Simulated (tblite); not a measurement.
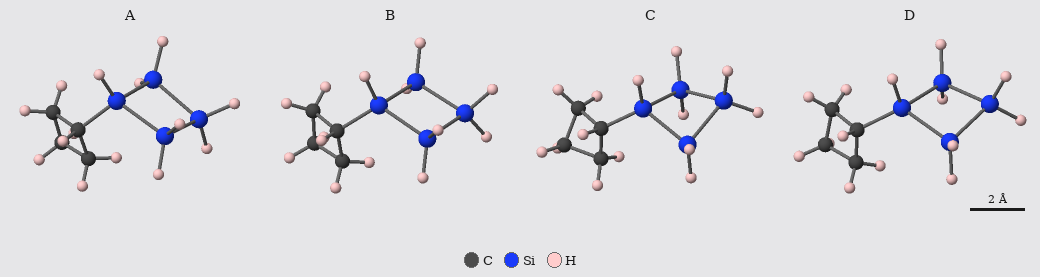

4 geometries from one relaxation of C$_{4}$H$_{14}$Si$_{4}$, in shuffled order. The picture is a ball-and-stick view, seen from a free direction.

All numbers below come from tblite 0.8.0, GFN2-xTB geometry optimisation, gas phase. 

Question: Put them in the order of the run, from the start to the converged end.

Answer: C, D, B, A. They are steps 0, 44, 74, 140, at +35.0 kcal/mol, +3.07 kcal/mol, +0.95 kcal/mol relative to the last. The largest move after the best rigid fit is that of an H atom, 2.12 Å. By element the largest moves are H 2.12 Å, Si 0.99 Å, C 0.80 Å. Among the contacts that change: Si–Si 3.042 → 3.347 Å, Si–Si 3.021 → 3.323 Å, Si–Si 2.230 → 2.368 Å, Si–Si 2.245 → 2.356 Å. Bond angles that change, for instance: H–Si–H 114.8° → 103.1°, Si–Si–H 109.1° → 119.9°, H–Si–H 113.1° → 102.7°. Groups turn about Si–Si by about 45°, Si–Si by about 45°, Si–Si by about 40°. After 140 geometry steps the energy has fallen by 35.0 kcal/mol.
